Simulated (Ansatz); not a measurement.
# Br− with SF₆: superposition error and deformation, part 2 of 2

Ansatz 0.2.0, Gaussian basis. Earlier steps stand in the parts before.

### Step 11. B3LYP-D4/def2-TZVPPD

free-b/in.yaml

```yaml
crystal:
  periodic: [false, false, false]
  atoms:
    - {symbol: F, position_ang: [-0.585209, -1.482653, 0.526192]}
    - {symbol: S, position_ang: [-0.034589, -0.019608, 0.604996]}
    - {symbol: F, position_ang: [-0.123912, -0.070196, 2.166914]}
    - {symbol: F, position_ang: [0.054734, 0.030979, -0.956877]}
    - {symbol: F, position_ang: [0.516024, 1.443435, 0.683944]}
    - {symbol: F, position_ang: [-1.497035, 0.534321, 0.539371]}
    - {symbol: F, position_ang: [1.427852, -0.573542, 0.670763]}
basis:
  gaussian: {orbitals: "def2-TZVPPD.json"}
hamiltonian: {xc: {name: B3LYP}, dispersion: d4}
```

The run is started by

```console
> ansatz run in.yaml --threads 2 --pin off --events-out ev --progress --plain --max-ram 32768MiB --backend cpu
```

The log of the run, shortened:

```text
Functional definition: B3LYP
  name "B3LYP"
  cite "Stephens, Devlin, Chabalowski & Frisch, J. Phys. Chem. 98, 11623 (1994) doi:10.1021/j100096a001"
  cite "Becke, Phys. Rev. A 38, 3098 (1988) doi:10.1103/PhysRevA.38.3098"
  cite "Lee, Yang & Parr, Phys. Rev. B 37, 785 (1988) doi:10.1103/PhysRevB.37.785"
  cite "Vosko, Wilk & Nusair, Can. J. Phys. 58, 1200 (1980) doi:10.1139/p80-159"
[...]
1526 factors; their error is unknown
[...]
mean field -27142.94138800 eV, -997.4846978627 hartree, gradient 8.7e-6 eV, S^2 0.000000; 0 other end points of the search recorded, 0 dependent functions left out
reference -27142.94166760 eV, -997.4847081375 hartree; 35, 35 occupied and 256, 256 virtual orbitals, 1526 factors
Total energy: -27143.19097287 eV, -997.4938699373 hartree
```

Wall time 11 s (2 threads, shared host); peak memory 0.78 GiB.

### Step 12. wB97X-V/def2-TZVPPD

Edit free-b/in.yaml of step 11 so:

```diff
@@ -12,2 +12,2 @@
   gaussian: {orbitals: "def2-TZVPPD.json"}
-hamiltonian: {xc: {name: B3LYP}, dispersion: d4}
+hamiltonian: {xc: {name: wB97X-V}}
```

The run is started by

```console
> ansatz run in.yaml --threads 2 --pin off --events-out ev --progress --plain --max-ram 32768MiB --backend cpu
```

The log of the run, shortened:

```text
[... 5 set-up lines as earlier in the session ...]
[...]
      + integral(e_c_pw_opposite_spin*poly(b97_u_opposite, cos0, cos1)) + vv10(b, c)
1521 factors; their error is unknown
370 factors; integrals over basis functions are off by at most 2.8e-5 eV
[...]
mean field -27135.84899114 eV, -997.2240570852 hartree, gradient 4.1e-5 eV, S^2 0.000000; 0 other end points of the search recorded, 0 dependent functions left out
reference -27135.84898819 eV, -997.2240569771 hartree; 35, 35 occupied and 256, 256 virtual orbitals, 1521 factors
Total energy: -27135.84898819 eV, -997.2240569771 hartree
```

Run time: 20 s. Hardware: 2 threads, shared host; peak memory 0.98 GiB.

### Step 13. wB97M-V/def2-TZVPPD

Edit free-b/in.yaml of step 12 so:

```diff
@@ -12,2 +12,2 @@
   gaussian: {orbitals: "def2-TZVPPD.json"}
-hamiltonian: {xc: {name: wB97X-V}}
+hamiltonian: {xc: {name: wB97M-V}}
```

The run is started by

```console
> ansatz run in.yaml --threads 2 --pin off --events-out ev --progress --plain --max-ram 32768MiB --backend cpu
```

The log of the run, shortened:

```text
[... 5 set-up lines as earlier in the session ...]
  # Of w^i u^j: cxij and so on, Table III.
[...]
  gx(w, u) = 1 - cx + cx01*u + cx10*w
  gss(w, u) = css00 + css04*u^4 + css10*w + css20*w^2 + css43*w^4*u^3
  gos(w, u) = cos00 + cos10*w + (cos20 + cos21*u)*w^2 + (cos60 + cos61*u)*w^6
[...]
      + integral(e_c_pw_mod_opposite_spin*gos(b97_w_opposite, b97_u_opposite)) + vv10(b, c)
1500 factors; their error is unknown
370 factors; integrals over basis functions are off by at most 2.8e-5 eV
[...]
mean field -27138.89679749 eV, -997.3360619029 hartree, gradient 2.6e-5 eV, S^2 0.000000; 0 other end points of the search recorded, 0 dependent functions left out
reference -27138.89687096 eV, -997.3360646029 hartree; 35, 35 occupied and 256, 256 virtual orbitals, 1500 factors
Total energy: -27138.89687096 eV, -997.3360646029 hartree
```

Wall time 25 s (2 threads, shared host); peak memory 1 GiB.

### Step 14. B2PLYP/def2-TZVPPD

Edit free-b/in.yaml of step 13 so:

```diff
@@ -12,2 +12,2 @@
   gaussian: {orbitals: "def2-TZVPPD.json"}
-hamiltonian: {xc: {name: wB97M-V}}
+hamiltonian: {xc: {name: B2PLYP}}
```

The run is started by

```console
> ansatz run in.yaml --threads 2 --pin off --events-out ev --progress --plain --max-ram 32768MiB --backend cpu
```

The log of the run, shortened:

```text
[... 5 set-up lines as earlier in the session ...]
[...]
1858 factors; integrals over basis functions are off by at most 1.5e-3 eV
[...]
mean field -27115.95288730 eV, -996.4928887553 hartree, gradient 7.8e-7 eV, S^2 0.000000; 0 other end points of the search recorded, 0 dependent functions left out
11 core orbitals not correlated: weight in the atoms' cores, before any rotation towards them, 1.000 or more for the frozen orbitals, at most 0.000 for the correlated occupied ones
reference -27115.95305585 eV, -996.4928949493 hartree; 24, 24 occupied and 256, 256 virtual orbitals, 1858 factors
second order -55.96444743 eV of doubles, -0.00000000 eV of singles
Total energy: -27131.06345665 eV, -997.0481919367 hartree
```

Wall time 23 s (2 threads, shared host); peak memory 1.1 GiB.

### Step 15. BLYP-D4/def2-TZVPPD

Edit free-b/in.yaml of step 14 so:

```diff
@@ -12,2 +12,2 @@
   gaussian: {orbitals: "def2-TZVPPD.json"}
-hamiltonian: {xc: {name: B2PLYP}}
+hamiltonian: {xc: {name: BLYP}, dispersion: d4}
```

The run is started by

```console
> ansatz run in.yaml --threads 2 --pin off --events-out ev --progress --plain --max-ram 32768MiB --backend cpu
```

The log of the run:

```text
Functional definition: BLYP
  name "BLYP"
[... 2 set-up lines as earlier in the session ...]
  parameter beta = 0.0042
  parameter a = 0.04918
  parameter b = 0.132
  parameter c = 0.2533
  parameter d = 0.349
  exchange = b88_x(beta = beta)
  correlation = lyp_c(a = a, b = b, c = c, d = d)
1500 factors; their error is unknown
mean field evaluation 1: about -27132.2723 eV, gradient 8.6e1 eV
mean field evaluation 2: about -27102.9842 eV, gradient 1.8e2 eV
mean field evaluation 4: about -27141.5126 eV, gradient 4.3e0 eV
mean field evaluation 8: about -27141.5428 eV, gradient 5.7e-2 eV
mean field evaluation 16: about -27141.5428 eV, gradient 3.0e-5 eV
mean field -27141.54282047 eV, -997.4333014538 hartree, gradient 3.0e-5 eV, S^2 0.000000; 0 other end points of the search recorded, 0 dependent functions left out
reference -27141.54319986 eV, -997.4333153962 hartree; 35, 35 occupied and 256, 256 virtual orbitals, 1500 factors
Total energy: -27141.90216643 eV, -997.4465071742 hartree
```

It took 7 s on 2 threads, shared host; peak memory 0.64 GiB.

### Step 16. revPBE-D4/def2-TZVPPD

Edit free-b/in.yaml of step 15 so:

```diff
@@ -12,2 +12,2 @@
   gaussian: {orbitals: "def2-TZVPPD.json"}
-hamiltonian: {xc: {name: BLYP}, dispersion: d4}
+hamiltonian: {xc: {name: revPBE}, dispersion: d4}
```

The run is started by

```console
> ansatz run in.yaml --threads 2 --pin off --events-out ev --progress --plain --max-ram 32768MiB --backend cpu
```

The log of the run, shortened:

```text
Functional definition: revPBE
  name "revPBE"
  cite "Zhang & Yang, Phys. Rev. Lett. 80, 890 (1998) doi:10.1103/PhysRevLett.80.890"
[... 1 set-up line as earlier in the session ...]
  parameter kappa = 1.245
[... 3 set-up lines as earlier in the session ...]
1500 factors; their error is unknown
mean field evaluation 1: about -27127.3826 eV, gradient 7.8e1 eV
mean field evaluation 2: about -27104.6529 eV, gradient 1.6e2 eV
mean field evaluation 4: about -27135.1016 eV, gradient 3.4e0 eV
mean field evaluation 8: about -27135.1270 eV, gradient 6.5e-2 eV
mean field evaluation 16: about -27135.1137 eV, gradient 3.7e-5 eV
mean field -27135.11372030 eV, -997.1970363804 hartree, gradient 3.7e-5 eV, S^2 0.000000; 0 other end points of the search recorded, 0 dependent functions left out
reference -27135.11379616 eV, -997.1970391682 hartree; 35, 35 occupied and 256, 256 virtual orbitals, 1500 factors
Total energy: -27135.69207421 eV, -997.2182904946 hartree
```

Wall time 5.5 s (2 threads, shared host); peak memory 0.64 GiB.

### Step 17. B97M-V/def2-TZVPPD

Edit free-b/in.yaml of step 16 so:

```diff
@@ -12,2 +12,2 @@
   gaussian: {orbitals: "def2-TZVPPD.json"}
-hamiltonian: {xc: {name: revPBE}, dispersion: d4}
+hamiltonian: {xc: {name: B97M-V}}
```

The run is started by

```console
> ansatz run in.yaml --threads 2 --pin off --events-out ev --progress --plain --max-ram 32768MiB --backend cpu
```

The log of the run, shortened:

```text
[... 5 set-up lines as earlier in the session ...]
  # Of w^i u^j: cxij and so on, Table III.
[...]
  gx(w, u) = cx00 + cx01*u + cx02*u^2 + (cx10 + cx11*u)*w
  gss(w, u) = css00 + css02*u^2 + css10*w + (css32*w^3 + css42*w^4)*u^2
  gos(w, u) = cos00 + cos01*u + cos03*u^3 + cos10*w + cos32*w^3*u^2
[...]
      + integral(e_c_pw_mod_opposite_spin*gos(b97_w_opposite, b97_u_opposite)) + vv10(b, c)
1500 factors; their error is unknown
[...]
mean field -27134.38353845 eV, -997.1702026922 hartree, gradient 1.9e-5 eV, S^2 0.000000; 0 other end points of the search recorded, 0 dependent functions left out
reference -27134.38362335 eV, -997.1702058123 hartree; 35, 35 occupied and 256, 256 virtual orbitals, 1500 factors
Total energy: -27134.38362335 eV, -997.1702058123 hartree
```

Run time: 17 s. Hardware: 2 threads, shared host; peak memory 0.64 GiB.

### Step 18. HSE06-D4/def2-TZVPPD

Edit free-b/in.yaml of step 17 so:

```diff
@@ -12,2 +12,2 @@
   gaussian: {orbitals: "def2-TZVPPD.json"}
-hamiltonian: {xc: {name: B97M-V}}
+hamiltonian: {xc: hse06, dispersion: d4}
```

The run is started by

```console
> ansatz run in.yaml --threads 2 --pin off --events-out ev --progress --plain --max-ram 32768MiB --backend cpu
```

The log of the run, shortened:

```text
Functional definition: HSE06
  name "HSE06"
  cite "Heyd, Scuseria & Ernzerhof, J. Chem. Phys. 118, 8207 (2003) doi:10.1063/1.1564060"
  cite "Krukau, Vydrov, Izmaylov & Scuseria, J. Chem. Phys. 125, 224106 (2006) doi:10.1063/1.2404663"
  cite "Heyd & Scuseria, J. Chem. Phys. 120, 7274 (2004) doi:10.1063/1.1668634"
  cite "Ernzerhof & Perdew, J. Chem. Phys. 109, 3313 (1998) doi:10.1063/1.476928"
[... 2 set-up lines as earlier in the session ...]
[...]
  # The whole range is PBE's own exchange, as in plane waves. The composition of these papers is wPBEh.
[...]
1538 factors; their error is unknown
80 factors; integrals over basis functions are off by at most 4.0e-6 eV
[...]
mean field -27123.13084574 eV, -996.7566738625 hartree, gradient 7.9e-5 eV, S^2 0.000000; 0 other end points of the search recorded, 0 dependent functions left out
reference -27123.13090494 eV, -996.7566760380 hartree; 35, 35 occupied and 256, 256 virtual orbitals, 1538 factors
Total energy: -27123.24699045 eV, -996.7609421019 hartree
```

Wall time 11 s (2 threads, shared host); peak memory 0.86 GiB.

### Step 19. CCSD(T)/def2-TZVPPD

Edit free-b/in.yaml of step 18 so:

```diff
@@ -12,2 +12,2 @@
   gaussian: {orbitals: "def2-TZVPPD.json"}
-hamiltonian: {xc: hse06, dispersion: d4}
+correlation: {method: ccsd_t}
```

The run is started by

```console
> ansatz run in.yaml --threads 2 --pin off --events-out ev --progress --plain --max-ram 32768MiB --backend cuda --devices 0, --max-vram 18GiB
```

The log of the run, shortened:

```text
[... 4 set-up lines as earlier in the session ...]
[...]
1858 factors; integrals over basis functions are off by at most 1.5e-3 eV
[...]
mean field -27057.72979874 eV, -994.3532297156 hartree, gradient 1.5e-6 eV, S^2 0.000000; 0 other end points of the search recorded, 0 dependent functions left out
11 core orbitals not correlated: weight in the atoms' cores, before any rotation towards them, 1.000 or more for the frozen orbitals, at most 0.000 for the correlated occupied ones
reference -27057.72979874 eV, -994.3532297156 hartree; 24, 24 occupied and 256, 256 virtual orbitals, 1858 factors
second order -47.19412927 eV of doubles, -0.00000000 eV of singles
cycle   1  -45.95096629 eV  change     1.2e0 eV  update   1.3e-1
[...]
cycle   9  -47.05895485 eV  change   -1.4e-5 eV  update   8.0e-6
perturbative correction -1.55489331 eV, -0.0571412752 hartree
Total energy: -27106.34364689 eV, -996.1397556836 hartree
```

Wall time 7.5 s (1 × a share of an NVIDIA H100 with 2 threads, shared host); peak host memory 0.85 GiB.

### Step 20. The split

| method | interaction with counterpoise (kcal/mol) | without | superposition error | deformation | binding energy |
| --- | --- | --- | --- | --- | --- |
| PBE-D4 | -4.74 | -4.86 | 0.12 | 0.20 | -4.54 |
| revPBE-D4 | -4.87 | -4.98 | 0.11 | 0.11 | -4.76 |
| BLYP-D4 | -4.88 | -5.00 | 0.12 | 0.02 | -4.85 |
| r2SCAN-D4 | -3.69 | -3.79 | 0.10 | 0.52 | -3.17 |
| B97M-V | -3.57 | -3.74 | 0.17 | 0.72 | -2.85 |
| PBE0-D4 | -3.53 | -3.63 | 0.11 | 0.70 | -2.82 |
| B3LYP-D4 | -3.76 | -3.87 | 0.11 | 0.48 | -3.28 |
| HSE06-D4 | -3.57 | -3.68 | 0.11 | 0.70 | -2.87 |
| wB97X-V | -3.05 | -3.17 | 0.12 | 0.64 | -2.41 |
| wB97M-V | -3.12 | -3.22 | 0.09 | 0.65 | -2.47 |
| B2PLYP | -2.56 | -2.89 | 0.33 | 0.59 | -1.97 |
| Hartree-Fock | -1.20 | -1.30 | 0.10 | 1.47 | 0.27 |
| MP2 | -2.83 | -3.66 | 0.83 | 0.71 | -2.12 |
| CCSD | -2.53 | -3.30 | 0.77 | 0.89 | -1.64 |
| CCSD(T) | -2.79 | -3.65 | 0.86 | 0.74 | -2.05 |

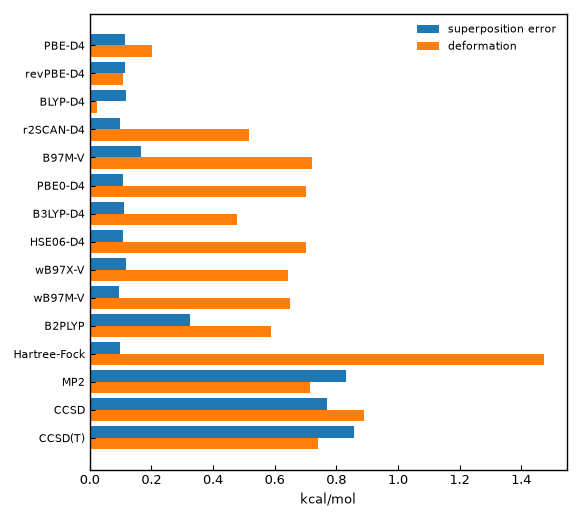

Superposition error and deformation energy by method.

### Step 21. What came out

What follows sums up all 2 parts.

| quantity | value |
| --- | --- |
| interaction, CCSD(T) | -2.79 kcal/mol |
| superposition error | 0.86 kcal/mol |
| deformation | 0.74 kcal/mol |
| binding energy | -2.05 kcal/mol |

In this basis the superposition error is 0.86 kcal/mol for CCSD(T) and 0.12 kcal/mol on average for the plain functionals: correlated methods borrow far more, since they need many more functions to converge. Deformation takes back 27 % of the interaction.
